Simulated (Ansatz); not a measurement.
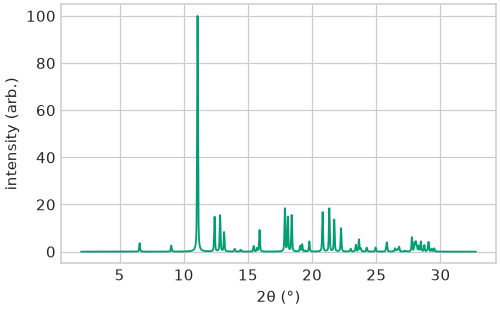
Simulated powder pattern, Ag Kα, λ = 0.560885 Å

The pattern belongs to a structure relaxed with plane-wave PAW PBE (Ansatz code).

Problem. Which compound is it?
(A) SrO, rock salt
(B) NbNO, Pca2_1 (Nb on 4a, O on 4a, N on 4a)
(C) Ta2SnN, P6_3/mmc (Sn on 2d, Ta on 4f, N on 2a)
(D) CdO, Pm-3n (Cd on 6c, O on 6d)

Solution. B, NbNO, Pca2_1 (Nb on 4a, O on 4a, N on 4a)

The start of the workflow was typed in or built on a structure type; neither database checked (COD, Materials Project) lists it. COD files the formula under space group No. 14. Whether it is the stable phase at ambient conditions was not checked. The PBE relaxation kept the symmetry of its start; its stability against distortions is not shown here. The workflow began spin-polarised and lost its moments.

Potentials: the earlier of the program's two PAW sets.
